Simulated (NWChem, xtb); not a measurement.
**A ladder of methods for GeHBr (SMILES [GeH][Br])**

GeHBr: 3 atoms, total charge 0, spin state singlet. As SMILES, `[GeH][Br]`. Geometry: relaxed at PBE0-D4/def2-TZVP.

```
atom    x (Å)    y (Å)    z (Å)
  Ge   0.3594  -0.8599   0.0940
  Br   0.6736   1.4172   0.5259
   H  -1.0440  -0.6222  -0.6332
```

Quantity: the vertical ionisation energy (to the doublet cation), in eV. The values are calculated.

| level | kind | program | value (eV) | CPU time (all runs) |
| --- | --- | --- | --- | --- |
| GFN2-xTB | semi-empirical | xtb | 14.69 | under 2 s |
| GFN1-xTB | semi-empirical | xtb | 13.90 | under 2 s |
| SVWN5/def2-SVP | LDA | NWChem | 9.27 | 18 s |
| SVWN5/def2-TZVP | LDA | NWChem | 9.32 | 72 s |
| SVWN5/def2-TZVPP | LDA | NWChem | 9.32 | 77 s |
| r2SCAN/def2-SVPD | meta-GGA | NWChem | 9.29 | 37 s |
| r2SCAN/def2-TZVP | meta-GGA | NWChem | 9.27 | 86 s |
| r2SCAN/def2-TZVPD | meta-GGA | NWChem | 9.27 | 1.9 min |
| r2SCAN/def2-SVP | meta-GGA | NWChem | 9.28 | 23 s |

All-electron rows without a relativistic Hamiltonian named are non-relativistic. Spin-orbit coupling, which can split open shells on such heavy atoms by tenths of an eV, is left out. The values span 9.27 to 14.69 eV. The xTB values lack the empirical shift that such differences need. CPU times are rough (shared hosts, several kinds of processor and program).

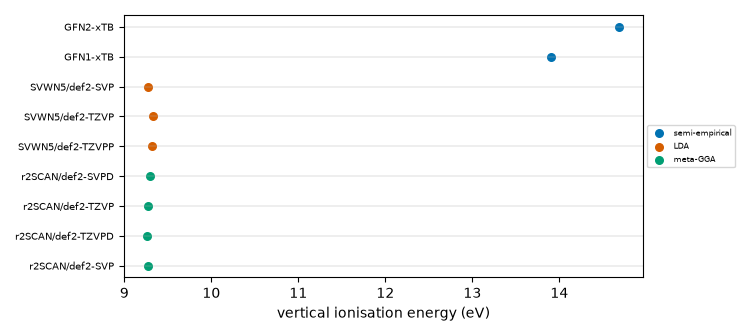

The values of the table, level by level.
